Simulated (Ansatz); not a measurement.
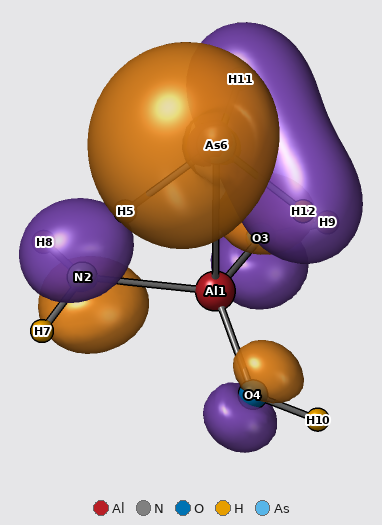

Figure 1: AlAsH₇NO₂. The HOMO−1 at ±0.1 Å⁻³ᐟ² (orange and purple are the two phases), seen at a tilt.

A transition-state structure; geometry: PBE0-D4/def2-TZVP.

These are results of RKS PBE0-D4/def2-TZVPP (Ansatz 0.2.0), not measurements.

```xyz
12

Al   -0.1227   -0.4791   -0.4152
N     1.6742   -0.1133   -0.1934
O    -0.6726   -1.7471    0.5642
O    -0.6191   -0.0631   -1.9836
H     0.9612    0.9500    0.4748
As   -0.4107    1.8977    1.1441
H     2.2346    0.1894   -0.9793
H     2.2338   -0.6611    0.4468
H    -1.5808   -1.9525    0.7692
H    -1.4855   -0.2138   -2.3531
H    -0.6924    0.8983    2.2581
H    -1.5199    1.2946    0.2674
```

### Describe this orbital and give its energy.

Its weight (Hirshfeld) is mainly on As6 (about 55 %), N2 (about 10 %), H11 (about 10 %), O3 (about 10 %) and H12 (about 5 %). Its energy is −7.99 eV.
